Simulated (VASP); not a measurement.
Band structure of SiRu (relaxed from the WC structure, space group P-6m2). All values below come from r2SCAN meta-GGA, VASP's PBE PAW potentials (set 64) (plane waves; VASP 6.6.1).

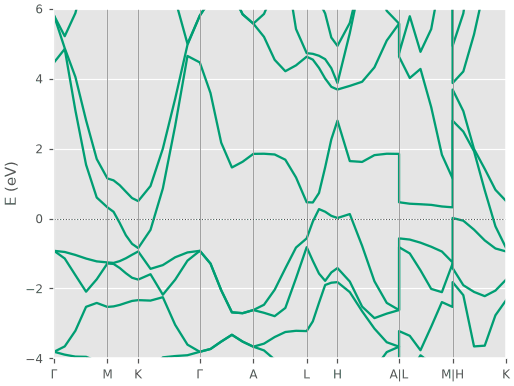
*Bands along high-symmetry lines, zero at the valence-band maximum or, without a gap, the Fermi level*

**Question.** Read the plot: is there a gap, and where are the band edges?

**Answer.** It has no gap at this level: it comes out as a metal or semimetal.

The structure was generated: SiRu was put into the WC type (P-6m2), which need not be its known phase. It was relaxed first, which changed the volume by -8 %.
